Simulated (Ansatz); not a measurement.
## Electronic structure of C$_{3}$H$_{9}$BSSn (SMILES CB[CH]([SnH3])C=S) in real space

```xyz
15

C    -0.1686   -2.2443    0.4632
B     0.1404   -0.7441    0.8453
C    -0.5497    0.4746    0.1550
Sn    0.8230    0.9645   -1.5521
C    -0.6719    1.7217    0.9323
S    -1.8856    2.7875    0.8741
H    -0.6929   -2.6962    1.3148
H    -0.7987   -2.3718   -0.4188
H     0.7470   -2.8278    0.3339
H     0.9591   -0.5215    1.7042
H    -1.4761    0.2440   -0.3738
H     2.0590    1.9876   -0.9756
H    -0.1522    1.7407   -2.7093
H     1.4843   -0.4838   -2.1718
H     0.1612    1.9181    1.6079
```

Core potentials replace the inner electrons of Sn.

Method: RHF/def2-SVP in Ansatz 0.2.0.

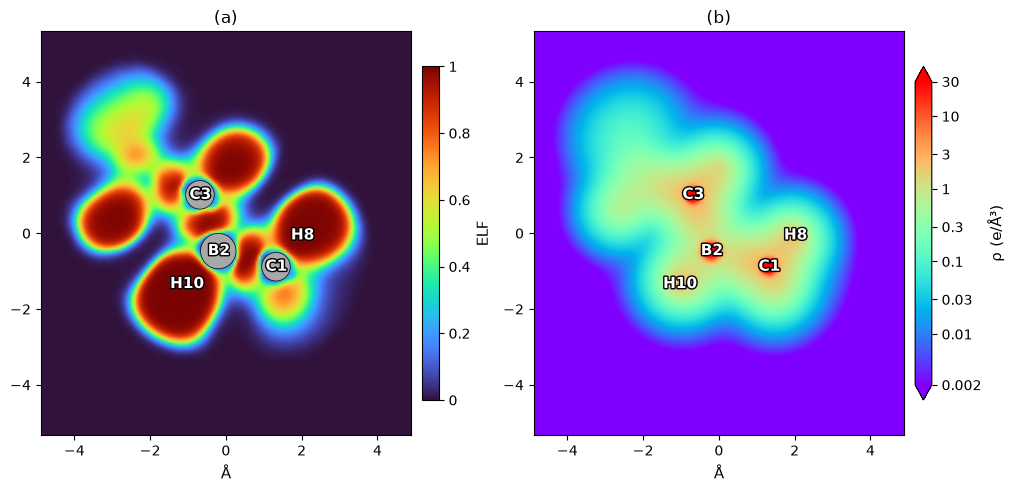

Figure 1. (a) ELF; (b) electron density on the plane of atoms C3, B2 and H10. Grey discs cover the atomic cores in the ELF map.

Describe what can be read from this map.

Answer. Atoms in the plane: C, B and H. C–B (1.56 Å): ρ at the midpoint is about 1.5 e/Å³; the ELF peaks at about 1 between the atoms, as expected for a shared electron pair. C–H (1.09 Å): ρ at the midpoint is about 1.9 e/Å³; the ELF climbs to about 1 towards the hydrogen, as it does in any bond to H; an ordinary covalent bond to hydrogen. B–H (1.21 Å): the density is about 1.2 e/Å³ at the midpoint; the ELF climbs to about 1 towards the hydrogen: an ordinary covalent bond to hydrogen.

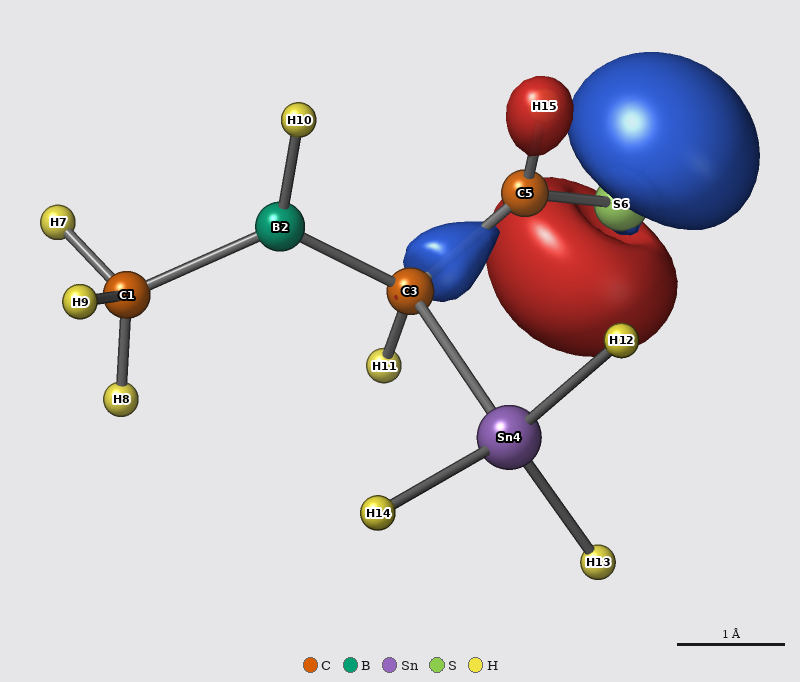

Figure 2. The HOMO at ±0.2 Å⁻³ᐟ² (blue and red are the two phases), seen at an oblique angle.

Where does this orbital lie, and at what energy?

Answer. By Hirshfeld shares it lies mainly on S6 (about 85 %) and C5 (about 10 %); largely a lone pair of S6. Its energy is −8.90 eV.
